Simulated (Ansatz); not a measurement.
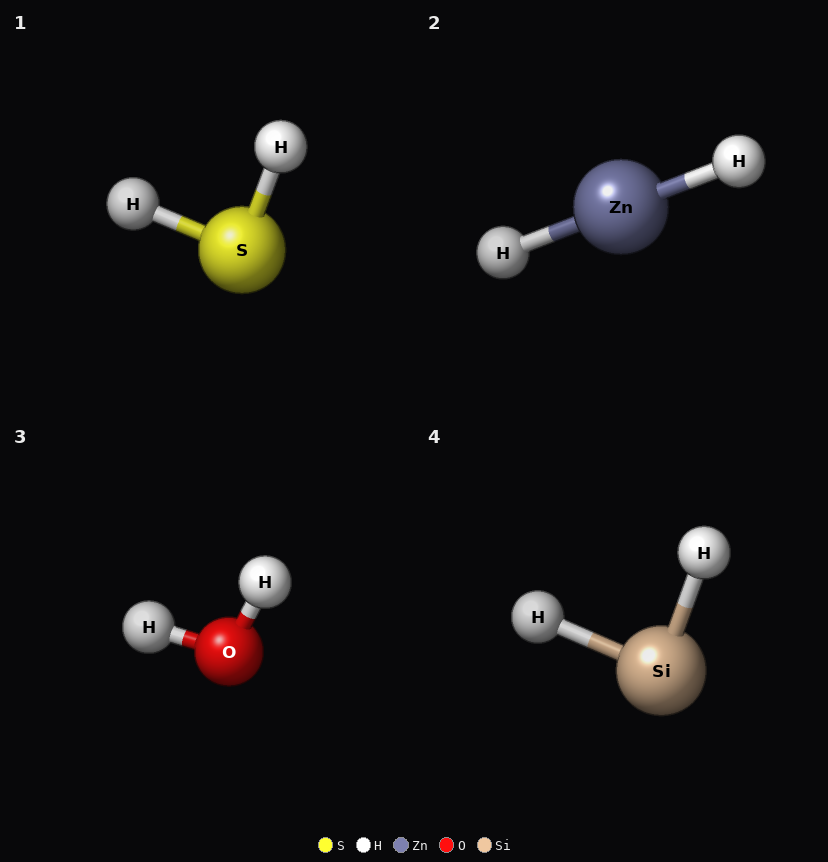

4 molecules with one skeleton, seen from the same side and at one scale. Charge 0, singlet. Computed geometries: PBE0-D4/def2-TZVP optimisations, one conformation each. Properties computed with Ansatz 0.2.0.

One atom differs, called X below: S in panel 1, Zn in panel 2, O in panel 3, Si in panel 4. Their formulas are H2S (`S`), ZnH2 (`[ZnH2]`), H2O (`O`), SiH2 (`[SiH2]`).

Question: Rank them by the vertical ionisation energy, lowest first (PBE0-D4/def2-TZVPP).

Answer: 4 (Si), 1 (S), 2 (Zn), 3 (O).

Question: Rank them by the HOMO energy (Kohn–Sham orbital), lowest first (PBE0-D4/def2-TZVPP).

Answer: 3 (O), 2 (Zn), 1 (S), 4 (Si).

Give the values. With PBE0-D4/def2-TZVP: mean length of X–H (Å), angle H–X–H (°). With PBE0-D4/def2-TZVPP: HOMO energy (Kohn–Sham orbital) (eV), HOMO–LUMO gap (eV), vertical ionisation energy (eV). With PBE-D4/def2-TZVPP: dipole moment (D).

| quantity | 1 (S) | 2 (Zn) | 3 (O) | 4 (Si) |
| --- | --- | --- | --- | --- |
| mean length of X–H (Å) | 1.341 | 1.544 | 0.960 | 1.525 |
| angle H–X–H (°) | 92.3 | 180.0 | 105.1 | 91.2 |
| HOMO energy (Kohn–Sham orbital) (eV) | −7.49 | −8.01 | −8.90 | −6.87 |
| HOMO–LUMO gap (eV) | 8.09 | 7.33 | 9.75 | 3.77 |
| vertical ionisation energy (eV) | 10.34 | 10.61 | 12.54 | 9.37 |
| dipole moment (D) | 1.08 | 0.00 | 1.89 | 0.15 |
